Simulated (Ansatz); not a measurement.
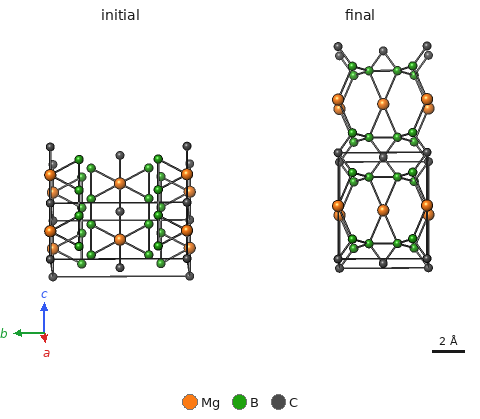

The structure of a crystal of MgB₄C (a generated structure, set up in Cmmm) before (left) and after (right) a relaxation, at one scale.

Style: ball-and-stick. Shown: the conventional cell (2 times the calculation's cell), repeated 1 × 1 × 2 with one cell outlined, from a free direction. Lengths and directions refer to the drawn axes.

Level of theory: DFT PBE, scalar-relativistic, plane waves, PAW in Ansatz 0.2.0. Set-up: plane-wave cutoff 420 eV; k-point mesh 8 × 8 × 10; occupations gaussian; smearing width 0.1 eV; no spin polarisation; cell and atoms relaxed; force threshold 0.01 eV/Å; at most 80 steps.

Q: What changed between the two?

A: The largest moves relative to the cell, 0.39 Å, are those of B atoms. Mg and C stay in place. The drawn cell changes as follows: a 5.725 → 3.034 Å (−47.0 %), b 8.654 → 5.626 Å (−35.0 %), c 3.622 → 6.851 Å (+89.2 %); the volume changes by −34.8 %. Near-neighbour distances that change, for instance: B–B 1.978 → 4.292 Å, B–B 3.646 → 1.807 Å, C–Mg 1.811 → 3.425 Å, B–B 2.942 → 1.820 Å. New bonds form: B–B (2.94 → 1.82 Å), B–C (2.00 → 1.57 Å). Bonds break: B–B (1.64 → 2.56 Å), C–Mg (1.81 → 3.43 Å). Bond angles that change, for instance: B–Mg–B 57.0° → 134.3°. The space group stays Cmmm (No. 65). After 44 accepted moves (48 points after the start) the energy has fallen by 1257 meV per atom. Largest force component: 0.049 eV/Å at the start, 0.00089 eV/Å at the end. Pressure: 0.09 GPa at the start and 0.01 GPa at the end. The line search rejected the trial step at point 39 of the run. The SCF was repeated 3 times at an unchanged geometry on a basis and grid sized afresh for the cell, which shifted the energy by 71.5 meV per atom at most.
